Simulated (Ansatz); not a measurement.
## Molecular dynamics, with input and output: C$_{2}$H$_{5}$AlO (part 3 of 3)

C$_{2}$H$_{5}$AlO; UKS r2SCAN-d3bjatm/6-31G* (Ansatz 0.2.0). The geometry comes from this level: PBE0-D4/def2-TZVP.

Geometry of the input (Å):
```
Al -0.4187  1.3017  -0.4286
C  -0.5877  -0.6330  -0.2899
C  0.4585  -0.9164  0.6931
O  0.8938  -0.1614  -0.4503
H  -0.5522  1.9823  -1.8498
H  -0.3121  2.0785  0.9493
H  -0.7979  -1.4313  -0.9963
H  0.9163  -1.9012  0.7243
H  0.4885  -0.3655  1.6312
```

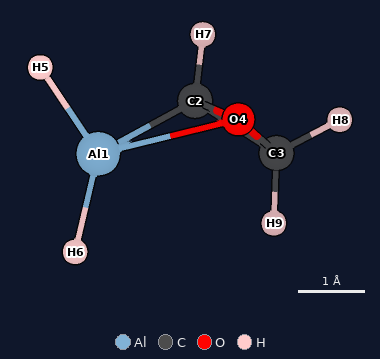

**Figure 1.** The geometry at step 40 of the log (ball-and-stick view, seen at a tilt; atoms are numbered from 1 in the order of the input).

Trajectory as extended XYZ, continued:
```
9
Properties=species:S:1:pos:R:3:forces:R:3 step=30 time_fs=30.0 energy=-10793.66653 temperature=559.4
Al   -0.5161    1.4087   -0.4745    0.6031  -1.5464   2.3904
C    -0.5127   -0.5891   -0.2415   -0.6122   2.4712   0.1403
C     0.4781   -1.0307    0.7044    0.6061  -0.1764   1.2603
O     1.0030   -0.2721   -0.4224   -0.3843  -0.1328   0.2558
H    -0.6129    1.9427   -1.8781   -0.0838   0.5597  -1.1669
H    -0.3668    2.1875    0.9820   -0.0480  -0.1952  -0.7989
H    -0.8170   -1.3408   -0.9084   -0.4227  -1.1018  -1.1808
H     0.6698   -2.1185    0.5999    0.4815   0.6147   0.4299
H     0.6187   -0.5752    1.7371   -0.1396  -0.4930  -1.3300
9
Properties=species:S:1:pos:R:3:forces:R:3 step=31 time_fs=31.0 energy=-10793.68818 temperature=581.1
Al   -0.5158    1.4081   -0.4717    0.5637  -1.5687   2.4882
C    -0.5101   -0.5844   -0.2416   -0.8252   2.0010  -0.3632
C     0.4827   -1.0232    0.7058    0.0929  -0.7332   0.4590
O     1.0029   -0.2774   -0.4244   -0.2498   0.1020   0.3883
H    -0.6300    1.8962   -1.8781   -0.0974   0.6601  -1.3866
H    -0.3779    2.2027    0.9714   -0.0214  -0.1814  -0.7559
H    -0.8170   -1.3329   -0.9367   -0.2461  -0.6604  -0.6730
H     0.6539   -2.1054    0.5893    0.5968   0.3599   0.4608
H     0.5685   -0.6083    1.7283    0.1866   0.0208  -0.6177
9
Properties=species:S:1:pos:R:3:forces:R:3 step=32 time_fs=32.0 energy=-10793.68135 temperature=574.3
Al   -0.5153    1.4069   -0.4681    0.4962  -1.4860   2.2030
C    -0.5081   -0.5781   -0.2419   -1.0588   1.2630  -1.0455
C     0.4875   -1.0163    0.7076   -0.3811  -1.2189  -0.5926
O     1.0026   -0.2827   -0.4261   -0.1228   0.3551   0.5082
H    -0.6480    1.8559   -1.8913   -0.0895   0.6453  -1.2992
H    -0.3892    2.2163    0.9535    0.0105  -0.1309  -0.6437
H    -0.8193   -1.3312   -0.9716    0.0038  -0.0286   0.0430
H     0.6436   -2.0889    0.5832    0.6899  -0.0076   0.4423
H     0.5200   -0.6413    1.7135    0.4518   0.6086   0.3846
9
Properties=species:S:1:pos:R:3:forces:R:3 step=33 time_fs=33.0 energy=-10793.63047 temperature=523.6
Al   -0.5145    1.4051   -0.4636    0.3957  -1.3391   1.5735
C    -0.5070   -0.5708   -0.2431   -1.1970   0.5567  -1.6124
C     0.4919   -1.0104    0.7089   -0.7516  -1.5141  -1.4923
O     1.0023   -0.2878   -0.4276   -0.0035   0.6096   0.6035
H    -0.6670    1.8217   -1.9169   -0.0521   0.5499  -0.9354
H    -0.4004    2.2286    0.9294    0.0459  -0.0438  -0.4663
H    -0.8216   -1.3299   -1.0061    0.2035   0.4960   0.6732
H     0.6399   -2.0724    0.5813    0.7494  -0.4028   0.3881
H     0.4758   -0.6685    1.7023    0.6097   1.0876   1.2681
9
Properties=species:S:1:pos:R:3:forces:R:3 step=34 time_fs=34.0 energy=-10793.58177 temperature=474.0
Al   -0.5137    1.4029   -0.4586    0.2707  -1.1829   0.7381
C    -0.5068   -0.5631   -0.2456   -1.2032   0.0126  -1.9165
C     0.4958   -1.0056    0.7090   -1.0372  -1.5429  -1.7111
O     1.0019   -0.2925   -0.4287    0.1112   0.8482   0.6609
H    -0.6865    1.7927   -1.9516    0.0100   0.4252  -0.4174
H    -0.4112    2.2405    0.9008    0.0826   0.0769  -0.2350
H    -0.8220   -1.3238   -1.0342    0.3022   0.7915   1.0709
H     0.6434   -2.0597    0.5831    0.7640  -0.6998   0.3266
H     0.4373   -0.6853    1.7033    0.6996   1.2713   1.4834
9
Properties=species:S:1:pos:R:3:forces:R:3 step=35 time_fs=35.0 energy=-10793.56744 temperature=457.9
Al   -0.5127    1.4003   -0.4533    0.1388  -1.0525  -0.1372
C    -0.5076   -0.5553   -0.2496   -1.0845  -0.3407  -1.9170
C     0.4988   -1.0021    0.7077   -1.3004  -1.4060  -1.1459
O     1.0016   -0.2967   -0.4294    0.2218   1.0552   0.6774
H    -0.7059    1.7678   -1.9904    0.0837   0.3117   0.1162
H    -0.4212    2.2531    0.8699    0.1176   0.2206   0.0262
H    -0.8194   -1.3101   -1.0520    0.2958   0.8424   1.1983
H     0.6542   -2.0537    0.5881    0.7213  -0.7735   0.2867
H     0.4055   -0.6900    1.7185    0.8059   1.1427   0.8953
9
Properties=species:S:1:pos:R:3:forces:R:3 step=36 time_fs=36.0 energy=-10793.56429 temperature=454.1
Al   -0.5117    1.3973   -0.4480    0.0171  -0.9478  -0.9211
C    -0.5093   -0.5478   -0.2552   -0.8496  -0.4910  -1.6011
C     0.5008   -0.9997    0.7055   -1.5365  -1.2993  -0.2475
O     1.0015   -0.3003   -0.4297    0.3205   1.2186   0.6626
H    -0.7246    1.7458   -2.0280    0.1562   0.2274   0.5736
H    -0.4301    2.2679    0.8392    0.1478   0.3660   0.2798
H    -0.8140   -1.2883   -1.0585    0.1899   0.6517   1.0451
H     0.6719   -2.0551    0.5958    0.6129  -0.5768   0.2772
H     0.3813   -0.6838    1.7423    0.9416   0.8512  -0.0687
9
Properties=species:S:1:pos:R:3:forces:R:3 step=37 time_fs=37.0 energy=-10793.54307 temperature=432.3
Al   -0.5106    1.3939   -0.4431   -0.0820  -0.8400  -1.5270
C    -0.5116   -0.5406   -0.2621   -0.5013  -0.4213  -0.9636
C     0.5016   -0.9984    0.7031   -1.6844  -1.3039   0.5098
O     1.0015   -0.3031   -0.4296    0.3931   1.3321   0.6300
H    -0.7418    1.7259   -2.0603    0.2188   0.1742   0.9151
H    -0.4376    2.2862    0.8112    0.1702   0.4806   0.4781
H    -0.8068   -1.2602   -1.0549   -0.0110   0.2180   0.6025
H     0.6955   -2.0621    0.6062    0.4437  -0.1856   0.2809
H     0.3661   -0.6693    1.7655    1.0530   0.5459  -0.9259
9
Properties=species:S:1:pos:R:3:forces:R:3 step=38 time_fs=38.0 energy=-10793.50211 temperature=390.4
Al   -0.5096    1.3902   -0.4387   -0.1520  -0.6876  -1.9103
C    -0.5144   -0.5338   -0.2697   -0.0617  -0.1611  -0.0598
C     0.5010   -0.9981    0.7010   -1.7071  -1.3554   0.9391
O     1.0018   -0.3051   -0.4291    0.4247   1.3961   0.5881
H    -0.7569    1.7076   -2.0839    0.2674   0.1472   1.1367
H    -0.4435    2.3092    0.7876    0.1829   0.5281   0.5781
H    -0.7997   -1.2300   -1.0456   -0.2853  -0.4149  -0.0857
H     0.7235   -2.0708    0.6193    0.2348   0.2499   0.2728
H     0.3610   -0.6497    1.7799    1.0964   0.2979  -1.4589
9
Properties=species:S:1:pos:R:3:forces:R:3 step=39 time_fs=39.0 energy=-10793.46741 temperature=356.7
Al   -0.5087    1.3863   -0.4349   -0.1912  -0.4572  -2.0656
C    -0.5172   -0.5271   -0.2775    0.3865   0.1141   0.8887
C     0.4990   -0.9989    0.6998   -1.6080  -1.3564   1.0394
O     1.0023   -0.3064   -0.4283    0.4071   1.4159   0.5377
H    -0.7695    1.6908   -2.0966    0.3004   0.1409   1.2484
H    -0.4477    2.3372    0.7696    0.1861   0.4836   0.5606
H    -0.7953   -1.2037   -1.0370   -0.5566  -1.0614  -0.8125
H     0.7537   -2.0772    0.6350    0.0160   0.5909   0.2377
H     0.3663   -0.6271    1.7803    1.0597   0.1297  -1.6344
9
Properties=species:S:1:pos:R:3:forces:R:3 step=40 time_fs=40.0 energy=-10793.48341 temperature=377.1
Al   -0.5078    1.3822   -0.4319   -0.2006  -0.1399  -2.0190
C    -0.5197   -0.5203   -0.2845    0.6948   0.0742   1.4848
C     0.4958   -1.0008    0.6994   -1.4123  -1.2550   0.8458
O     1.0031   -0.3067   -0.4271    0.3420   1.3993   0.4730
H    -0.7792    1.6752   -2.0974    0.3171   0.1510   1.2595
H    -0.4501    2.3700    0.7569    0.1816   0.3461   0.4397
H    -0.7962   -1.1875   -1.0363   -0.6888  -1.3852  -1.1941
H     0.7842   -2.0779    0.6531   -0.1824   0.7543   0.1754
H     0.3818   -0.6032    1.7651    0.9487   0.0552  -1.4651
9
Properties=species:S:1:pos:R:3:forces:R:3 step=41 time_fs=41.0 energy=-10793.56424 temperature=463.9
Al   -0.5070    1.3781   -0.4297   -0.1824   0.2416  -1.8145
C    -0.5217   -0.5134   -0.2903    0.7577  -0.4983   1.4584
C     0.4914   -1.0037    0.6996   -1.1592  -1.0527   0.3827
O     1.0041   -0.3062   -0.4257    0.2381   1.3522   0.3839
H    -0.7860    1.6611   -2.0861    0.3161   0.1758   1.1730
H    -0.4507    2.4061    0.7484    0.1718   0.1394   0.2555
H    -0.8037   -1.1846   -1.0469   -0.5875  -1.1609  -0.9677
H     0.8129   -2.0713    0.6728   -0.3335   0.7093   0.0948
H     0.4065   -0.5788    1.7358    0.7788   0.0936  -0.9661
9
Properties=species:S:1:pos:R:3:forces:R:3 step=43 time_fs=43.0 energy=-10793.67860 temperature=590.4
Al   -0.5056    1.3701   -0.4269   -0.0709   1.0044  -1.0774
C    -0.5239   -0.5015   -0.2989    0.4377  -2.3611   0.4272
C     0.4800   -1.0118    0.7005   -0.6985  -0.3901  -0.9446
O     1.0064   -0.3028   -0.4222   -0.0395   1.1709   0.0852
H    -0.7906    1.6382   -2.0315    0.2527   0.2700   0.6820
H    -0.4472    2.4804    0.7367    0.1457  -0.3345  -0.1223
H    -0.8330   -1.2061   -1.0898    0.0116   0.1224   0.4200
H     0.8603   -2.0402    0.7144   -0.4250   0.0683  -0.0704
H     0.4764   -0.5256    1.6565    0.3862   0.4498   0.6003
9
Properties=species:S:1:pos:R:3:forces:R:3 step=44 time_fs=44.0 energy=-10793.64131 temperature=555.0
Al   -0.5049    1.3666   -0.4262    0.0197   1.2822  -0.5790
C    -0.5244   -0.4980   -0.3025    0.2829  -3.0191   0.0642
C     0.4733   -1.0165    0.7001   -0.5390   0.1637  -1.2468
O     1.0076   -0.3000   -0.4203   -0.1836   1.0371  -0.1371
H    -0.7891    1.6303   -1.9929    0.1859   0.3405   0.2616
H    -0.4433    2.5140    0.7299    0.1328  -0.5376  -0.2540
H    -0.8491   -1.2184   -1.1087    0.2696   0.5973   0.9322
H     0.8780   -2.0217    0.7346   -0.3758  -0.3785  -0.1335
H     0.5180   -0.4934    1.6214    0.2075   0.5144   1.0925
9
Properties=species:S:1:pos:R:3:forces:R:3 step=45 time_fs=45.0 energy=-10793.57995 temperature=490.9
Al   -0.5042    1.3636   -0.4257    0.1294   1.4425  -0.0176
C    -0.5247   -0.4970   -0.3060    0.1875  -3.3186  -0.0478
C     0.4662   -1.0211    0.6987   -0.3277   0.9118  -0.9736
O     1.0086   -0.2966   -0.4184   -0.3115   0.8811  -0.3953
H    -0.7858    1.6256   -1.9516    0.0973   0.4241  -0.2614
H    -0.4381    2.5424    0.7207    0.1215  -0.6918  -0.3296
H    -0.8626   -1.2249   -1.1187    0.4295   0.8117   1.1602
H     0.8921   -2.0068    0.7535   -0.3212  -0.7276  -0.1813
H     0.5617   -0.4562    1.5968   -0.0048   0.2669   1.0464
9
Properties=species:S:1:pos:R:3:forces:R:3 step=46 time_fs=46.0 energy=-10793.51545 temperature=421.5
Al   -0.5035    1.3610   -0.4252    0.2475   1.4748   0.5501
C    -0.5248   -0.4986   -0.3096    0.1559  -3.2468   0.0846
C     0.4588   -1.0250    0.6964    0.0415   1.6688  -0.2876
O     1.0095   -0.2926   -0.4168   -0.4157   0.7130  -0.6612
H    -0.7815    1.6251   -1.9128   -0.0030   0.5115  -0.8286
H    -0.4317    2.5644    0.7083    0.1126  -0.7886  -0.3475
H    -0.8721   -1.2237   -1.1176    0.4803   0.7623   1.1023
H     0.9031   -1.9988    0.7708   -0.3271  -0.8400  -0.2252
H     0.6054   -0.4163    1.5821   -0.2920  -0.2550   0.6132
9
Properties=species:S:1:pos:R:3:forces:R:3 step=47 time_fs=47.0 energy=-10793.44766 temperature=348.8
Al   -0.5027    1.3590   -0.4245    0.3525   1.3922   1.0113
C    -0.5248   -0.5028   -0.3131    0.2016  -2.8074   0.4559
C     0.4514   -1.0275    0.6940    0.5651   2.1679   0.4604
O     1.0102   -0.2882   -0.4157   -0.4963   0.5441  -0.9040
H    -0.7773    1.6294   -1.8818   -0.0939   0.5838  -1.3260
H    -0.4242    2.5788    0.6926    0.1066  -0.8237  -0.3093
H    -0.8769   -1.2152   -1.1060    0.4109   0.4513   0.7619
H     0.9111   -1.9988    0.7860   -0.4251  -0.6770  -0.2797
H     0.6464   -0.3788    1.5733   -0.6215  -0.8311   0.1296
9
Properties=species:S:1:pos:R:3:forces:R:3 step=48 time_fs=48.0 energy=-10793.38231 temperature=279.3
Al   -0.5017    1.3575   -0.4234    0.4164   1.2280   1.2210
C    -0.5247   -0.5093   -0.3163    0.3394  -2.0314   1.0491
C     0.4445   -1.0283    0.6919    1.1334   2.2997   1.0336
O     1.0105   -0.2835   -0.4150   -0.5570   0.3847  -1.1013
H    -0.7739    1.6393   -1.8635   -0.1483   0.6141  -1.6111
H    -0.4157    2.5854    0.6738    0.1041  -0.7952  -0.2175
H    -0.8779   -1.2023   -1.0870    0.2155  -0.1030   0.1591
H     0.9150   -2.0054    0.7985   -0.5821  -0.3306  -0.3475
H     0.6816   -0.3492    1.5657   -0.9213  -1.2662  -0.1854
9
Properties=species:S:1:pos:R:3:forces:R:3 step=49 time_fs=49.0 energy=-10793.33687 temperature=232.3
Al   -0.5006    1.3564   -0.4219    0.4187   1.0205   1.0769
C    -0.5242   -0.5175   -0.3186    0.5353  -1.0531   1.7447
C     0.4385   -1.0272    0.6907    1.6151   2.1248   1.3505
O     1.0105   -0.2785   -0.4150   -0.6011   0.2432  -1.2400
H    -0.7720    1.6551   -1.8605   -0.1476   0.5792  -1.5855
H    -0.4061    2.5843    0.6529    0.1059  -0.7020  -0.0751
H    -0.8767   -1.1904   -1.0664   -0.0638  -0.7870  -0.5817
H     0.9134   -2.0151    0.8078   -0.7278   0.0482  -0.4166
H     0.7080   -0.3316    1.5563   -1.1346  -1.4738  -0.2733
9
Properties=species:S:1:pos:R:3:forces:R:3 step=50 time_fs=50.0 energy=-10793.33938 temperature=237.9
Al   -0.4993    1.3556   -0.4200    0.3602   0.7969   0.5882
C    -0.5234   -0.5265   -0.3196    0.6529  -0.1793   2.2338
C     0.4337   -1.0245    0.6905    1.9155   1.7424   1.3918
O     1.0101   -0.2734   -0.4158   -0.6290   0.1253  -1.3101
H    -0.7715    1.6765   -1.8727   -0.0948   0.4747  -1.2606
H    -0.3955    2.5766    0.6312    0.1128  -0.5463   0.1128
H    -0.8762   -1.1860   -1.0514   -0.2885  -1.3184  -1.1492
H     0.9047   -2.0244    0.8130   -0.8005   0.3358  -0.4694
H     0.7236   -0.3281    1.5443   -1.2287  -1.4310  -0.1372
```

Summary:

```json
{"quantity": "outcome", "value": "finished"}
{"quantity": "mean temperature over the second half", "value": "467 K"}
{"quantity": "trajectory", "value": "50 steps, 50 fs"}
{"quantity": "ensemble", "value": "nvt_nose_hoover"}
{"quantity": "temperature in the input", "value": "1000 K"}
{"quantity": "time step", "value": "1 fs"}
{"quantity": "potential energy (last step)", "value": "−10793.3394 eV"}
{"quantity": "mean-field energy (last step)", "value": "−10793.2995 eV"}
{"quantity": "dispersion energy (last step)", "value": "−0.0399 eV"}
{"quantity": "SCF solution under orbital rotations (last step)", "value": "stable"}
{"quantity": "largest force (length of the vector) (last step)", "value": "2.940 eV/Å"}
{"quantity": "dipole moment (last step)", "value": "2.39 D"}
{"quantity": "hardware", "value": "2 threads of Arm Neoverse V2, 23 GiB of memory available, shared host"}
{"quantity": "wall time", "value": "2.8 min (CPU time 5.4 min)"}
{"quantity": "peak memory", "value": "0.21 GiB"}
```

Remarks:

So short a trajectory is not equilibrated. The temperature stays far from the 1000 K of the thermostat over the second half: the run isn't equilibrated.
